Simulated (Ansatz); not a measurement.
# Cl4H2HfN with multiplicity 2: a relaxation

Aim: relax a first guess of the structure. Meant to form: Cl2–N6; to break: Hf1–Cl2. The start is a guess near the saddle point, from which both ends are pulled out.

Program: Ansatz 0.2.0. Level of theory: UKS PBE/def2-SVP. These are calculated values, not measurements.

## (1) The starting structure

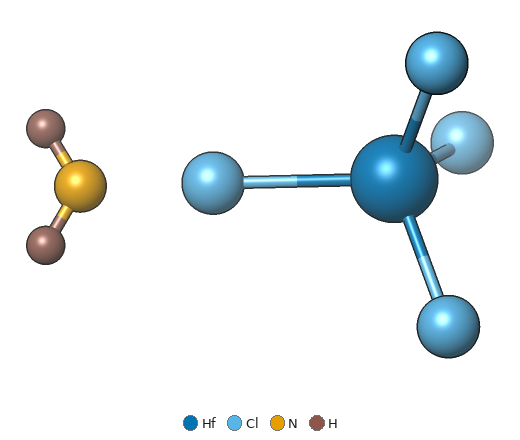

The starting structure, seen from a chosen angle (hafnium blue, chlorine blue, nitrogen amber, hydrogen brown).

Structure file:

```xyz
8

Hf    0.0000    0.0000    0.0000
Cl    0.0000    0.0000    2.7700
Cl    2.3764    0.0000   -0.8392
Cl   -1.1869    2.0563   -0.8392
Cl   -1.1869   -2.0563   -0.8392
N     0.0000    0.0000    4.8000
H    -0.4960   -0.7725    5.3300
H     0.4960    0.7725    5.3300
```

## (2) Pulling towards end A

Springs on the bonds that form and break draw the guess towards this end; the thresholds are loose.

input.yaml

```yaml
crystal:
  periodic: [false, false, false]
  atoms:
    - { symbol: Hf, position_ang: [0.0, 0.0, 0.0] }
    - { symbol: Cl, position_ang: [0.0, 0.0, 2.77] }
    - { symbol: Cl, position_ang: [2.3764, 0.0, -0.8392] }
    - { symbol: Cl, position_ang: [-1.1869, 2.0563, -0.8392] }
    - { symbol: Cl, position_ang: [-1.1869, -2.0563, -0.8392] }
    - { symbol: "N", position_ang: [0.0, 0.0, 4.8] }
    - { symbol: H, position_ang: [-0.496, -0.7725, 5.33] }
    - { symbol: H, position_ang: [0.496, 0.7725, 5.33] }
magnetization:
  spin_polarized: true
  initial_magnetization: 1
basis:
  gaussian: { orbitals: def2-SVP }
hamiltonian:
  xc: pbe
relax:
  f_tol: 0.15
  max_steps: 25
  restrain:
    - { distance: [1, 5], at: 2.93, k: 30.0 }
    - { distance: [0, 1], at: 2.52, k: 30.0 }
output:
  orbitals: {}
```

Launch:

```sh
ansatz run input.yaml --threads 4 --pin off --max-ram 5120MiB --backend cpu --events-out ev --progress --plain --runs-dir out
```

Standard output, shortened:

```text
Warning: RAYON_NUM_THREADS=4 ignored (pool sized by the plan → 4); use --threads N
[...]
Functional definition: PBE
[...]
1382 factors; their error is unknown
[...]
mean field -52884.91487886 eV, -1943.4847751151 hartree, gradient 1.2e-5 eV, S^2 0.758836; 8 other end points of the search recorded, 0 dependent functions left out
[...]
reference -52884.91495790 eV, -1943.4847780201 hartree; 45, 44 occupied and 83, 84 virtual orbitals, 1382 factors
relax step   1: F+E_penalty+E_count = -52884.91487886 eV  Δ(F+E_penalty+E_count) = +0.000e0 eV  max|allowed force component| = 2.845e0 eV/Å  E_restraint = 13.08750000 eV  max|allowed force component, restraints' pulls added| = 3.734e1 eV/Å  Δτ_max = 0.0000 Å  (325 SCF iters, accepted)
[...]
relax step   3: F+E_penalty+E_count = -52886.71454820 eV  Δ(F+E_penalty+E_count) = -6.292e-1 eV  max|allowed force component| = 3.123e0 eV/Å  E_restraint = 1.24273362 eV  max|allowed force component, restraints' pulls added| = 6.800e0 eV/Å  Δτ_max = 0.1947 Å  (43 SCF iters, accepted)
[...]
relax step   5: F+E_penalty+E_count = -52887.45122979 eV  Δ(F+E_penalty+E_count) = -2.971e-1 eV  max|allowed force component| = 2.762e0 eV/Å  E_restraint = 0.03078590 eV  max|allowed force component, restraints' pulls added| = 1.528e0 eV/Å  Δτ_max = 0.1939 Å  (44 SCF iters, accepted)
[...]
relax step  11: F+E_penalty+E_count = -52887.75854540 eV  Δ(F+E_penalty+E_count) = -6.104e-3 eV  max|allowed force component| = 1.576e0 eV/Å  E_restraint = 0.03719444 eV  max|allowed force component, restraints' pulls added| = 6.284e-3 eV/Å  Δτ_max = 0.0391 Å  (34 SCF iters, accepted)
  distance Cl 1 - N 5 = 2.9331 Å
  distance Hf 0 - Cl 1 = 2.4703 Å
1382 factors; their error is unknown
[...]
mean field -52887.75854540 eV, -1943.5892779330 hartree, gradient 2.0e-5 eV, S^2 0.752476; 1 other end points of the search recorded, 0 dependent functions left out
[...]
reference -52887.75862250 eV, -1943.5892807664 hartree; 45, 44 occupied and 83, 84 virtual orbitals, 1382 factors
Total energy: -52887.75862250 eV, -1943.5892807664 hartree
Atom 0 at     0.011890    -0.008157    -0.065515 Å, force     0.046804    -0.030719     1.489819 eV/Å
Atom 1 at     0.085878    -0.058383     2.403167 Å, force    -0.053790     0.036231    -1.576406 eV/Å
Atom 2 at     2.174092     0.012400    -0.942093 Å, force    -0.002387    -0.000276     0.000499 eV/Å
Atom 3 at    -1.107654     1.904307    -0.798641 Å, force    -0.000016     0.000364     0.002111 eV/Å
Atom 4 at    -1.112845    -1.884396    -0.878312 Å, force     0.000454     0.000081     0.000678 eV/Å
Atom 5 at     0.361620    -0.229521     5.318263 Å, force     0.010594    -0.007215     0.095307 eV/Å
Atom 6 at    -0.636296    -0.544192     5.336629 Å, force    -0.001092    -0.000182    -0.005724 eV/Å
Atom 7 at     0.225915     0.807942     5.338901 Å, force    -0.000568     0.001715    -0.006284 eV/Å
Dipole moment:    -0.301942     0.192399    -0.136906 e Å
```

Run time: 28 s. Hardware: 4 threads of Intel Xeon 6975P-C (Granite Rapids), shared host; peak memory 0.4 GiB.

The steps of the relaxation:

| step | energy from step 1 (eV) | largest force component (eV/Å) |
| --- | --- | --- |
| 1 | 0.0000 | 2.8447 |
| 2 | -1.1705 | 3.9708 |
| 3 | -1.7997 | 3.1233 |
| 4 | -2.2392 | 3.0086 |
| 5 | -2.5364 | 2.7619 |
| 6 | -2.8039 | 1.8746 |
| 7 | -2.8168 | 1.5850 |
| 8x | -2.8099 | 1.5414 |
| 9 | -2.8362 | 1.6180 |
| 10 | -2.8376 | 1.6102 |
| 11 | -2.8437 | 1.5764 |

Step 1 is the start. 1 step was tried and not accepted (8; marked x where the table lists them). Energies and forces in the table leave out the springs, which the log lists apart; the run stops on the force with the springs' pull added.

After: Bond lengths: Hf1–Cl2 2.470 Å, Hf1–Cl3 2.333 Å, Hf1–Cl4 2.334 Å, Hf1–Cl5 2.334 Å, N6–H7 1.047 Å, N6–H8 1.047 Å. Angles: Cl2–Hf1–Cl3 110.4°, Cl2–Hf1–Cl4 110.2°, Cl2–Hf1–Cl5 110.3°, Cl3–Hf1–Cl4 108.6°, Cl3–Hf1–Cl5 108.8°, Cl4–Hf1–Cl5 108.6°, H7–N6–H8 100.0°.

Pairs that crossed the distance rule for bonds on the way: moved apart Cl2–N6.

## (3) End point A

It starts where the restrained run ended.

input.yaml

```yaml
crystal:
  periodic: [false, false, false]
  atoms:
    - { symbol: Hf, position_ang: [0.01189, -0.008157, -0.065515] }
    - { symbol: Cl, position_ang: [0.085878, -0.058383, 2.403167] }
    - { symbol: Cl, position_ang: [2.174092, 0.0124, -0.942093] }
    - { symbol: Cl, position_ang: [-1.107654, 1.904307, -0.798641] }
    - { symbol: Cl, position_ang: [-1.112845, -1.884396, -0.878312] }
    - { symbol: "N", position_ang: [0.36162, -0.229521, 5.318263] }
    - { symbol: H, position_ang: [-0.636296, -0.544192, 5.336629] }
    - { symbol: H, position_ang: [0.225915, 0.807942, 5.338901] }
magnetization:
  spin_polarized: true
  initial_magnetization: 1
basis:
  gaussian: { orbitals: def2-SVP }
hamiltonian:
  xc: pbe
relax:
  f_tol: 0.03
  max_steps: 50
output:
  orbitals: {}
```

Launch:

```sh
ansatz run input.yaml --threads 4 --pin off --max-ram 5120MiB --backend cpu --events-out ev --progress --plain --runs-dir out
```

Standard output, shortened:

```text
Warning: RAYON_NUM_THREADS=4 ignored (pool sized by the plan → 4); use --threads N
[...]
[... 1 set-up line as earlier in the session ...]
[...]
1382 factors; their error is unknown
[...]
mean field -52887.75854765 eV, -1943.5892780157 hartree, gradient 2.3e-5 eV, S^2 0.752476; 0 other end points of the search recorded, 0 dependent functions left out
[...]
reference -52887.75862476 eV, -1943.5892808495 hartree; 45, 44 occupied and 83, 84 virtual orbitals, 1382 factors
relax step   1: F+E_penalty+E_count = -52887.75854765 eV  Δ(F+E_penalty+E_count) = +0.000e0 eV  max|allowed force component| = 1.576e0 eV/Å  Δτ_max = 0.0000 Å  (39 SCF iters, accepted)
[...]
relax step   5: F+E_penalty+E_count = -52887.87497648 eV  Δ(F+E_penalty+E_count) = -7.179e-4 eV  max|allowed force component| = 6.257e-2 eV/Å  Δτ_max = 0.0253 Å  (34 SCF iters, accepted)
[...]
reference -52887.87515292 eV, -1943.5935631806 hartree; 45, 44 occupied and 83, 84 virtual orbitals, 1382 factors
Total energy: -52887.87515292 eV, -1943.5935631806 hartree
Atom 0 at     0.012824    -0.008681    -0.111346 Å, force    -0.000095     0.000076    -0.002292 eV/Å
Atom 1 at     0.080795    -0.054729     2.227638 Å, force     0.000198    -0.000123     0.001315 eV/Å
Atom 2 at     2.190948     0.010946    -0.961554 Å, force    -0.000149    -0.000050     0.000556 eV/Å
Atom 3 at    -1.113938     1.917896    -0.812249 Å, force     0.000016     0.000011     0.000294 eV/Å
Atom 4 at    -1.119653    -1.898902    -0.895421 Å, force     0.000057     0.000076     0.000426 eV/Å
Atom 5 at     0.361951    -0.228856     5.433035 Å, force     0.015268    -0.009537     0.000191 eV/Å
Atom 6 at    -0.635156    -0.546156     5.416714 Å, force    -0.010284     0.000578    -0.000222 eV/Å
Atom 7 at     0.224829     0.808482     5.415581 Å, force    -0.005011     0.008967    -0.000266 eV/Å
Dipole moment:    -0.303296     0.192324    -0.026646 e Å
```

Run time: 12 s. Hardware: 4 threads of Intel Xeon 6975P-C (Granite Rapids), shared host; peak memory 0.26 GiB.

Step by step:

| step | energy from step 1 (eV) | largest force component (eV/Å) |
| --- | --- | --- |
| 1 | 0.0000 | 1.5764 |
| 2 | -0.0236 | 1.7761 |
| 3 | -0.1129 | 0.3780 |
| 4 | -0.1157 | 0.1868 |
| 5 | -0.1164 | 0.0626 |
| 6 | -0.1165 | 0.0153 |

Step 1 is the start.

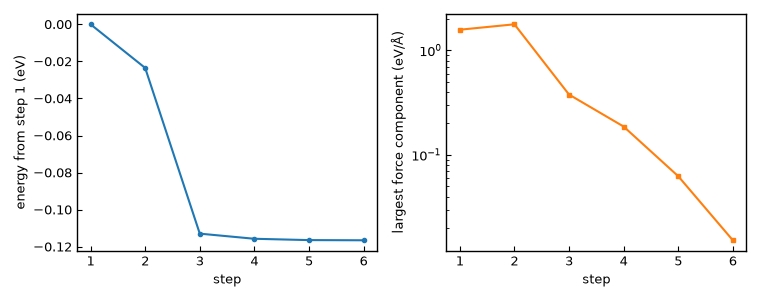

Energy and largest force along the relaxation.

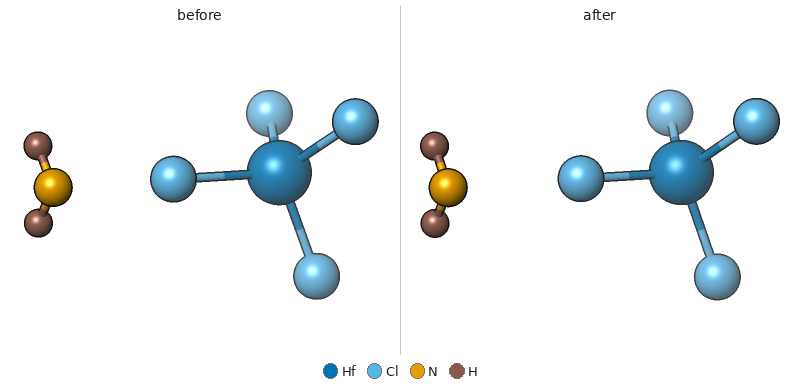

The structure before (left) and after (right), drawn at the same scale.

After: Bond lengths: Hf1–Cl2 2.340 Å, Hf1–Cl3 2.338 Å, Hf1–Cl4 2.339 Å, Hf1–Cl5 2.339 Å, N6–H7 1.047 Å, N6–H8 1.047 Å. Angles: Cl2–Hf1–Cl3 109.7°, Cl2–Hf1–Cl4 109.2°, Cl2–Hf1–Cl5 109.5°, Cl3–Hf1–Cl4 109.4°, Cl3–Hf1–Cl5 109.6°, Cl4–Hf1–Cl5 109.4°, H7–N6–H8 100.1°.

## (4) Outcome

| quantity | value |
| --- | --- |
| end A | 5 moves, 0.117 eV lower |

The relaxation gains 0.12 eV in 5 moves, with Cl2 moving most (0.18 Å); the start's largest force component was 1.6 eV/Å.
